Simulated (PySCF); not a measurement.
SMILES O/C=C\[SeH], singlet at its PBE/def2-SVP optimised geometry (Å):

```
8

O      1.4871    -0.9070     0.0000
C      0.1473    -0.9070     0.0000
C     -0.6581     0.1856     0.0000
Se     0.1426     1.9279     0.1136
H      1.7524     0.0510     0.0143
H     -0.2738    -1.9279    -0.0049
H     -1.7524     0.0942     0.0075
H      0.1713     2.2190    -1.3517
```

Computed with PySCF with PBE/def2-TZVP.

Map of the deformation density (molecule minus spherical neutral atoms) (e/bohr³) on the plane z = 0.8 Å:

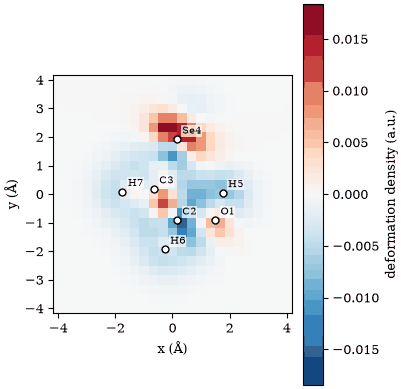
Figure: Deformation density (molecule minus spherical neutral atoms) (e/bohr³) on the plane z = 0.8 Å.
